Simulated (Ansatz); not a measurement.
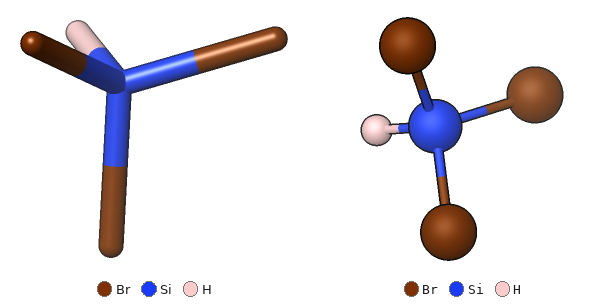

Two views of one molecule.

Computed geometry: PBE0-D4/def2-TZVP optimisation.

Describe the molecule.

Formula Br3HSi. SMILES: `Br[SiH](Br)Br`. Among its groups: Si–H bond. The point group is C3v. Coordination: 1 Si tetrahedral.

The parts below concern this one geometry. Atoms keep their numbers from picture to picture.

### Shape

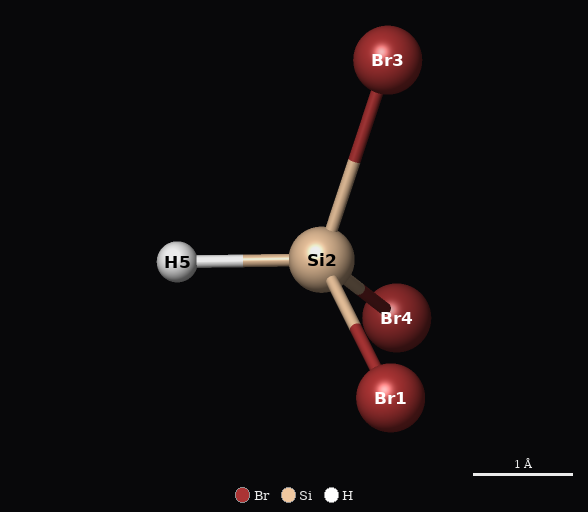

Numbered structure.

Estimate the angles Br1–Si2–Br3, Br1–Si2–H5.

```tsv
angle	degrees
Br1–Si2–Br3	109.9
Br1–Si2–H5	109.0
```

### Thermal motion

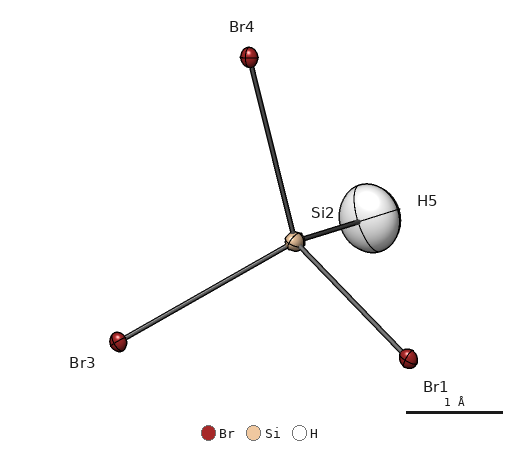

Displacement ellipsoids at the 50 % level, enlarged 1.5 times, from the internal vibrations of the free molecule (harmonic, no overall translation or rotation; no half-axis is drawn under 0.075 Å). Vibrations computed with RKS PBE0-D4/def2-TZVP (Ansatz 0.2.0). Temperature: 200 K.

List U_eq and the three principal root-mean-square amplitudes for each kind of atom.

| atom | U_eq (Å²) | rms amplitudes (Å) |
| --- | --- | --- |
| Br1, Br3, Br4 | 0.0014 | 0.007, 0.045, 0.046 |
| Si2 | 0.0023 | 0.045, 0.045, 0.052 |
| H5 | 0.0197 | 0.099, 0.157, 0.157 |

### Levels of theory compared

Program: Ansatz 0.2.0.

Tabulate dipole (D), HOMO–LUMO gap (eV), HOMO energy (eV) at these levels: B3LYP-D4/def2-TZVPP; PBE-D4/def2-TZVPP; r2SCAN-D4/def2-TZVPP; ωB97M-V/def2-TZVPP.

```csv
level,dipole (D),HOMO–LUMO gap (eV),HOMO energy (eV)
B3LYP-D4/def2-TZVPP,0.64,6.99,−8.30
PBE-D4/def2-TZVPP,0.56,5.36,−7.31
r2SCAN-D4/def2-TZVPP,0.62,6.00,−7.66
ωB97M-V/def2-TZVPP,0.66,11.64,−10.76
```

### Charges

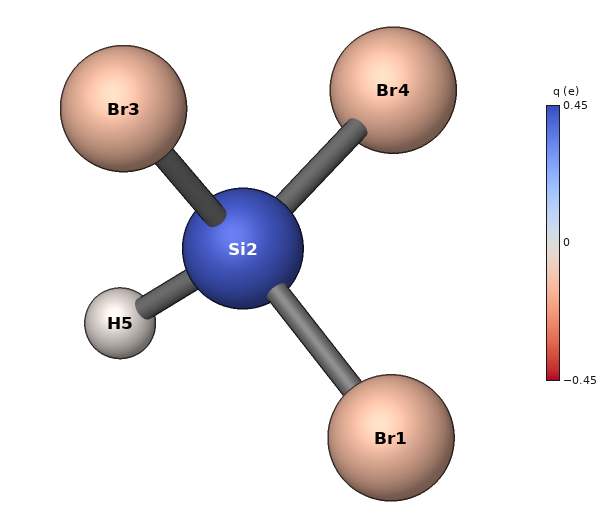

Atoms are coloured by their Mulliken charges. Method: RKS PBE-D4/def2-TZVPP (Ansatz 0.2.0).

List the Mulliken charges.

```
atom  value (e)
 Br1      −0.13
 Si2       0.42
 Br3      −0.13
 Br4      −0.13
  H5      −0.02
```

Mulliken values depend strongly on the basis set and can even reverse the polarity of a bond.
